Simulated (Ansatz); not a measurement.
Input

```
crystal:
  lattice:
    - [-3.059753113, 3.059753113, 3.059753113]
    - [3.059753113, -3.059753113, 3.059753113]
    - [3.059753113, 3.059753113, -3.059753113]
  atoms:
    - { symbol: Zn, position: [0.0, 0.5, 0.5] }
    - { symbol: Zn, position: [0.5, 0.5, 0.0] }
    - { symbol: Zn, position: [0.5, 0.0, 0.5] }
    - { symbol: Zn, position: [0.0, 0.0, 0.5] }
    - { symbol: Zn, position: [0.0, 0.5, 0.0] }
    - { symbol: Zn, position: [0.5, 0.0, 0.0] }
    - { symbol: Zn, position: [0.5, 0.5, 0.5] }
    - { symbol: B, position: [0.0, 0.0, 0.0] }
basis:
  ecutwfc: 420
kpoints:
  mp_grid: { grid: [10, 10, 10] }
  band_path:
    path:
      - [[0.0, 0.0, 0.0], [0.5, -0.5, 0.5], [0.0, 0.0, 0.5], [0.0, 0.0, 0.0], [0.25, 0.25, 0.25], [0.5, -0.5, 0.5]]
      - [[0.25, 0.25, 0.25], [0.0, 0.0, 0.5]]
    npoints: 14
hamiltonian:
  xc: pbe
scf:
  occupations: { method: gaussian, width: 0.1 }
  n_extra_bands: 20
output:
  forces: true
  stress: true
  eigenvalues: true
  populations: true
  dos: { projected: true, de: 0.02, nscf_kmesh: { grid: [12, 12, 12] } }
  bader: true
  write_density: true
  write_potential: true
  elf: true
  volumetric_format: npy
```

Run with:

```sh
ansatz run input.yaml --threads 1 --pin off --max-ram 2560MiB --backend cpu --events-out ev --progress --plain --runs-dir out
```

Below, planes, directions and counts refer to the conventional cell (a = 6.12 Å, b = 6.12 Å, c = 6.12 Å, α = 90.00°, β = 90.00°, γ = 90.00°).

Space group Im-3m; a structure generated by program, which may or may not match a known phase; computed without spin polarisation.

All numbers below come from Ansatz, DFT PBE, scalar-relativistic, plane waves, PAW.

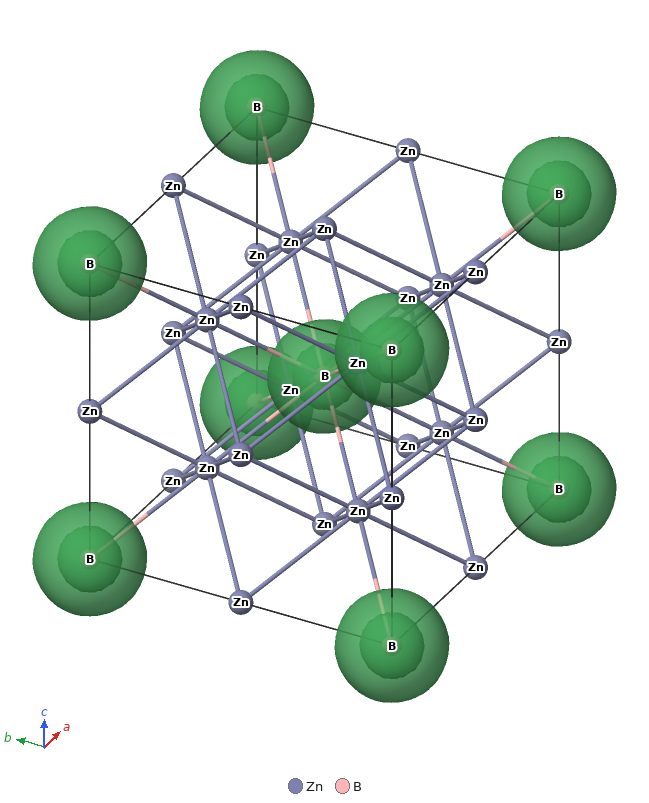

Zn7B. Isosurface of the ELF at 0.65 (green), seen at an oblique angle. Core shells and regions of very low density are left out. Sticks mark near contacts.

Where are the electrons localised?

The ELF exceeds this value in two regions wrapped around B (the valence shell of each), counted in one cell of 16 atoms. Any copies at cell faces, edges or corners count once. Profiles from the grid: Zn–B (2.65 Å): the ELF peaks at about 0.80 in the valence shell of B, 0.8 Å from its nucleus, and drops to about 0.20 between the two atoms. Zn–Zn (2.65 Å): the ELF is about 0.30 at the midpoint (no localised pair shows between them).
